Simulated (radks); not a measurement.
**Run report: Re⁴⁺, atomic calculation**

System: Re⁴⁺ (Z = 75, 71 electrons) in the configuration [Kr] 4d10 4f14 5s2 5p5.75 5d3.25 (open shells shared over both j by 2j + 1).
Method: Dirac Kohn-Sham, PBE, spin-unpolarised, spherical densities, finite nucleus (the in-house radial solver radks).

## Log
```
1s1/2   1   2.0000       -2630.45371029
2s1/2   1   2.0000        -457.16674367
2p1/2   1   2.0000        -437.61104084
2p3/2   1   4.0000        -384.70537759
3s1/2   1   2.0000        -107.12297918
3p1/2   1   2.0000         -98.37173737
3p3/2   1   4.0000         -86.88214352
3d3/2   1   4.0000         -72.15135255
3d5/2   1   6.0000         -69.65709211
4s1/2   1   2.0000         -23.67882401
4p1/2   1   2.0000         -20.02344311
4p3/2   1   4.0000         -17.34335458
4d3/2   1   4.0000         -11.33437358
4d5/2   1   6.0000         -10.83907046
4f5/2   1   6.0000          -3.27396155
4f7/2   1   8.0000          -3.18131473
5s1/2   1   2.0000          -4.77066539
5p1/2   1   1.9167          -3.65102792
5p3/2   1   3.8333          -3.23124324
5d3/2   1   1.3000          -1.72341446
5d5/2   1   1.9500          -1.67736866
Etot -16711.15593508642
Ekin 18888.43988373802
Encl -41680.449111867056
Eh 6412.342542372158
Exc -331.48924932954276
err 8.78199637785791e-09
it 15
```

## Orbitals

```tsv
orbital	occupation	energy (eV)	⟨r⟩ (bohr)	outer maximum (bohr)
1s	2	−71578.3	0.01804	0.0112
2s	2	−12440.1	0.07559	0.0647
2p1/2	2	−11908.0	0.06246	0.0480
2p3/2	4	−10468.4	0.07054	0.0550
3s	2	−2915.0	0.1969	0.182
3p1/2	2	−2676.8	0.1870	0.171
3p3/2	4	−2364.2	0.2019	0.185
3d3/2	4	−1963.3	0.1765	0.145
3d5/2	6	−1895.5	0.1811	0.148
4s	2	−644.334	0.4405	0.413
4p1/2	2	−544.866	0.4450	0.412
4p3/2	4	−471.937	0.4784	0.442
4d3/2	4	−308.424	0.4933	0.438
4d5/2	6	−294.946	0.5047	0.448
5s	2	−129.816	1.028	0.937
5p1/2	1.917	−99.350	1.119	0.999
4f5/2	6	−89.089	0.5736	0.414
5p3/2	3.833	−87.927	1.210	1.08
4f7/2	8	−86.568	0.5821	0.419
5d3/2	1.3	−46.896	1.570	1.32
5d5/2	1.95	−45.644	1.608	1.36
```

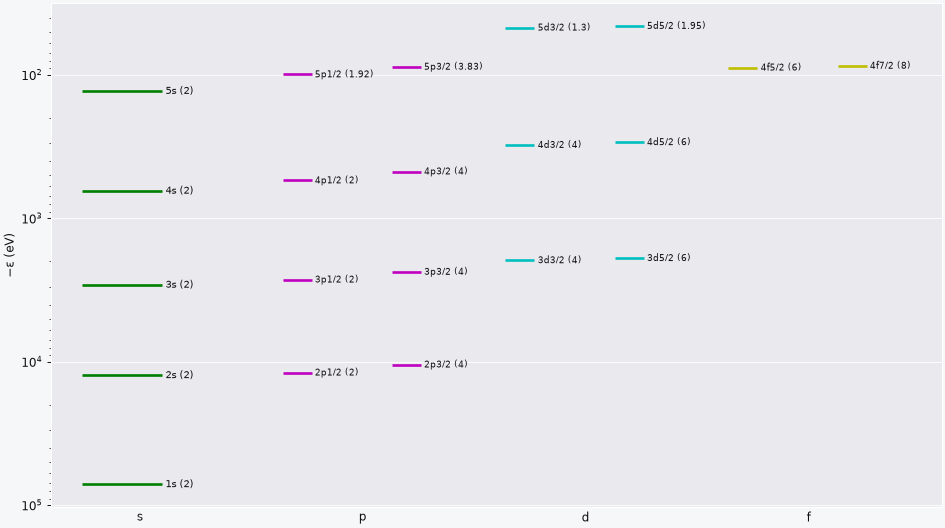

All occupied levels, on a logarithmic scale of binding energy, are drawn by angular momentum (occupations in brackets, the lower j at the left of each column). The highest occupied level is 5d5/2 at −45.6 eV. The highest 6 occupied levels, from the top down, are 5d5/2 (−45.6 eV), 5d3/2 (−46.9 eV), 4f7/2 (−86.6 eV), 5p3/2 (−87.9 eV), 4f5/2 (−89.1 eV), 5p1/2 (−99.3 eV). Spin-orbit splittings: 5d 1.25 eV, 4f 2.52 eV, 5p 11.4 eV, 4d 13.5 eV. The open 5p shell lies under a filled one.

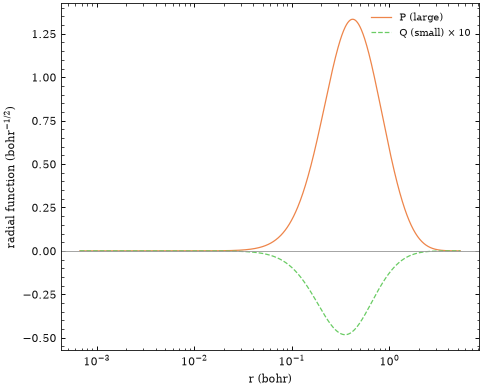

The large and small radial components of the 4f7/2 spinor. The spinor has κ = −4: the large component has l = 3 and 0 radial nodes, the small one has l = 4. The small component carries 0.10 % of the norm; ⟨r⟩ = 0.582 bohr and the eigenvalue is −86.6 eV.

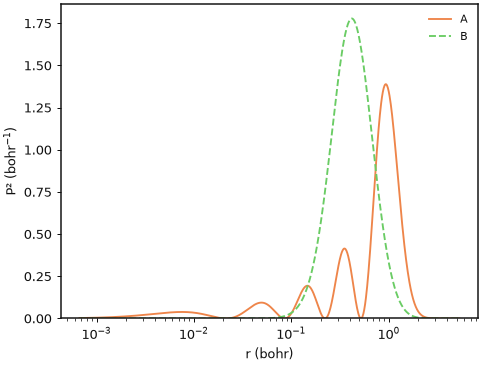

The radial probability densities P² (large components) of 4f7/2 and 5s. A is 5s; B is 4f7/2. 4f7/2: outer maximum at 0.419 bohr, ⟨r⟩ = 0.582 bohr, 0 nodes, eigenvalue −86.6 eV; 5s: outer maximum at 0.937 bohr, ⟨r⟩ = 1.03 bohr, 4 nodes, eigenvalue −129.8 eV.

## Input
```
Z 75
configuration [Kr] 4d10 4f14 5s2 5p5.75 5d3.25
relativity Dirac
functional pbe,pbe
spin unpolarised
j_filling average
nucleus finite rms 5.3698 fm
c 137.035999084
```

Energies in input and log are in hartree, lengths in bohr (the nuclear radius in fm).

## Summary

```
                       quantity                      value
                        outcome                  converged
                   total energy        −16711.1559 hartree
                 kinetic energy         18888.4399 hartree
        electron–nucleus energy        −41680.4491 hartree
                 Hartree energy          6412.3425 hartree
    exchange–correlation energy        −331.489249 hartree
radius at density 0.001 e/bohr³                  3.20 bohr
                 SCF iterations                         15
                       hardware  1 CPU thread, shared host
```
